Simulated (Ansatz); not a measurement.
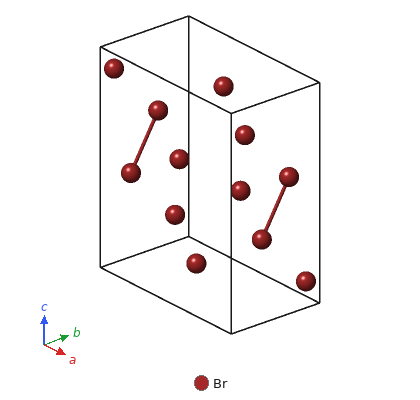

Br, space group Cmce (No. 64), a = 7.185 Å, b = 4.024 Å, c = 8.530 Å, α = 90.00°, β = 90.00°, γ = 90.00°. Origin: the geometry relaxed with DFT PBEsol, scalar-relativistic, plane waves, PAW (Ansatz). Forms under 0.4 % of the area are left out.

**What shape follows from the Bravais–Friedel–Donnay–Harker rule?**

The forms computed, by share of the surface:

| form | faces | d (Å) | share of area (%) |
| --- | --- | --- | --- |
| {111} | 8 | 3.247 | 46.3 |
| {002} | 2 | 4.265 | 30.8 |
| {200} | 2 | 3.593 | 22.9 |

Widths along a, b and c stand as 1.00 : 1.37 : 0.84.

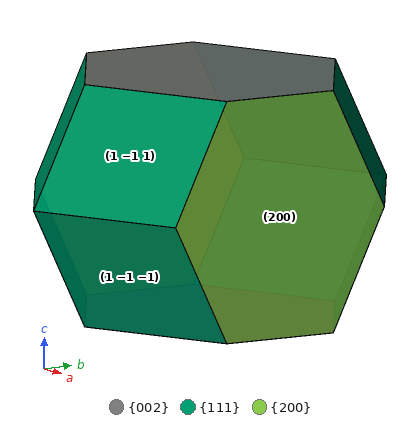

The computed shape, faces indexed. The rule is geometric and ignores bonding and growth conditions.
